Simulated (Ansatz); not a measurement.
Take InP in the zinc blende structure (space group F-43m, No. 216; a = 5.907 Å) as the base. Axes: x, y, z lie along the cube axes.

Perturbation: uniaxial strain ε_zz = +2.00 %, all other strain components held at zero; the atoms relax in the strained cell.

All numbers come from Ansatz (a first-principles code) r2SCAN, no SOC.

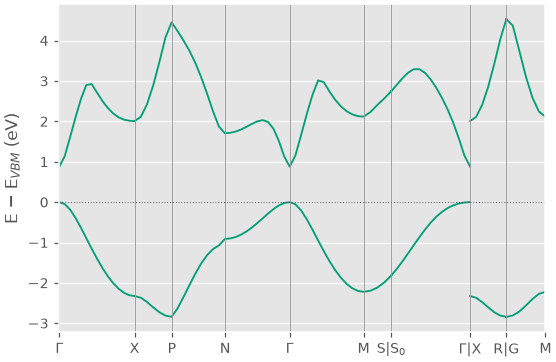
Highest valence and lowest conduction band along the path of the changed cell's own zone

Task: Read the changed gap and its character from the plot.

Result: About 0.9 eV, direct at Γ.

No phonon test of stability was made. k-point labels follow each cell's own Brillouin zone.
